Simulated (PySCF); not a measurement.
Run report: Cr, atomic calculation

- system: Cr, configuration 1s2 2s2 2p6 3s2 3p6 3d4 4s2, multiplicity 5.
- method: unrestricted HF, aug-cc-pVQZ-DK, spin-free X2C-1e, Gaussian nucleus (PySCF)

Key numbers:

- outcome: converged
- total energy: −1049.6237 hartree
- ⟨S²⟩: 6.017
- ⟨L²⟩: 6.02
- static polarisability: 115 bohr³
- C₆ of the like pair: 1180 hartree bohr⁶
- SCF iterations: 8
- hardware: 1 CPU thread, shared host
- CPU time: 87 s (integrals apart)

Notes:

This is not the ground configuration of the species.

The input:
```python
from pyscf import gto, scf, dft, mp, cc
import basis_set_exchange as bse
mol = gto.M(atom="Cr 0 0 0", charge=0, spin=4, symmetry="D2h",
            basis=gto.basis.parse(bse.get_basis("aug-cc-pVQZ-DK", elements=["Cr"], fmt="nwchem")),
            nucmod="G")
mf = scf.UHF(mol).sfx2c1e()
mf.irrep_nelec = {'Ag': (5, 4), 'B1g': (1, 0), 'B2g': (1, 0), 'B3g': (1, 0), 'B1u': (2, 2), 'B2u': (2, 2), 'B3u': (2, 2)}
mf.kernel()
```

The script is an equivalent of what the driver set up; the driver started from orbitals of its own, so the log can be shorter than this script's would be, and it computed the properties (radii, ⟨L²⟩, response) afterwards. It held the occupations shell by shell, which the script's counts by irreducible representation don't always enforce.

The program's output (extracts):
```
damping factor = 0
level_shift factor = 0
DIIS = <class 'pyscf.scf.diis.CDIIS'>
diis_start_cycle = 1
diis_space = 10
diis_damp = 0
SCF conv_tol = 1e-09
SCF conv_tol_grad = None
number electrons alpha = 14  beta = 10
cycle= 1 E= -1049.62354428566  delta_E= -0.00529  |g|= 0.0281  |ddm|= 0.0418
cycle= 2 E= -1049.62371491992  delta_E= -0.000171  |g|= 0.00575  |ddm|= 0.0137
cycle= 3 E= -1049.62372990225  delta_E= -1.5e-05  |g|= 0.000944  |ddm|= 0.00648
cycle= 4 E= -1049.62373188266  delta_E= -1.98e-06  |g|= 0.000576  |ddm|= 0.00287
cycle= 5 E= -1049.62373292952  delta_E= -1.05e-06  |g|= 0.000293  |ddm|= 0.00193
cycle= 6 E= -1049.62373335513  delta_E= -4.26e-07  |g|= 3.67e-05  |ddm|= 0.00199
cycle= 7 E= -1049.62373335779  delta_E= -2.66e-09  |g|= 5.81e-06  |ddm|= 0.000155
cycle= 8 E= -1049.62373335785  delta_E= -5.75e-11  |g|= 7.09e-07  |ddm|= 2.2e-05
converged SCF energy = -1049.62373335785  <S^2> = 6.0171058  2S+1 = 5.0068376
```

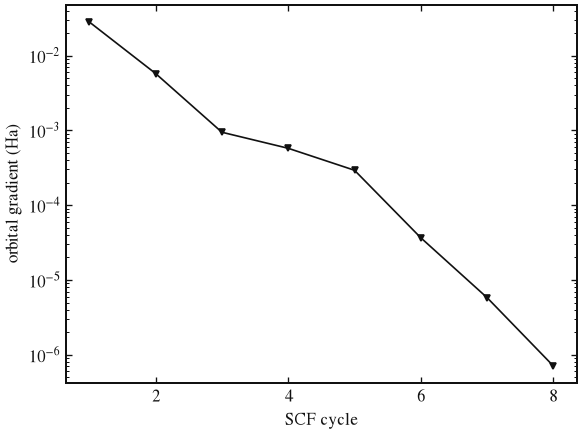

*Convergence: orbital gradient against the SCF cycle.*

The residual falls at every step. It goes from 0.028 to 7.1×10⁻⁷ in 8 steps.

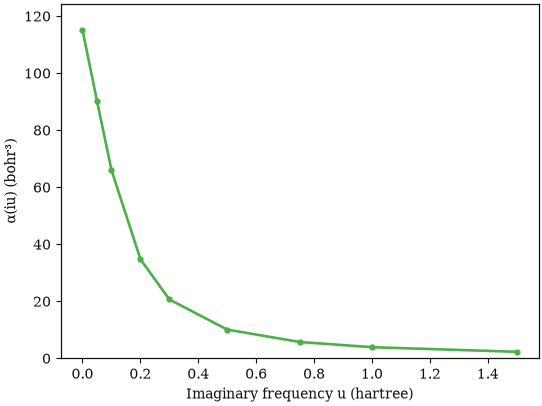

*Dipole polarisability at imaginary frequency of neutral chromium ([Ar] 3d⁴ 4s²). Coupled response at the HF level; PySCF, aug-cc-pVQZ-DK, spin-free X2C-1e, unrestricted single determinants, no spin-orbit coupling.*

The static dipole polarisability is 115 bohr³; α(iu) falls to half of it near u = 0.12 hartree. The Casimir–Polder integral gives C₆ = 1180 hartree bohr⁶ for two such species.

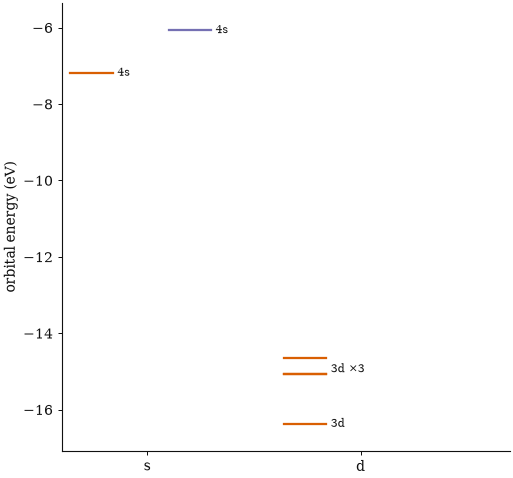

*Orbital energies of the mean field, from the top down to −16.4 eV, by angular momentum, α spin at the left of each column and β at the right; ×n counts the orbitals under one label.*

The highest filled orbital is 4s β at −6.07 eV, the lowest empty one p α at 0.460 eV.

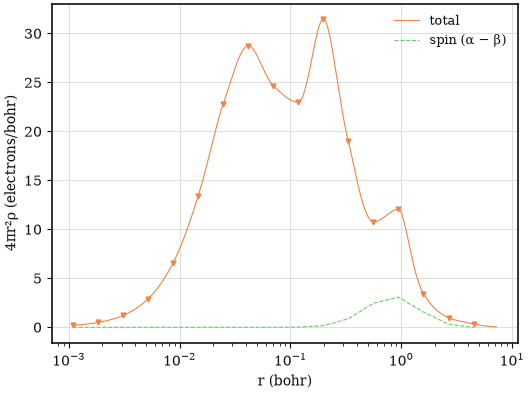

*Spherically averaged radial density 4πr²ρ of the mean field and its spin part; markers are the stored points, which are sparse, and the line is a monotone interpolation between them.*

The largest stored value is 31.5 electrons/bohr at r = 0.20 bohr. Root-mean-square radii of the shells: 2p 0.287, 2s 0.316, 3s 0.963, 3p 1.04, 3d 1.39, 4s 3.75 bohr.
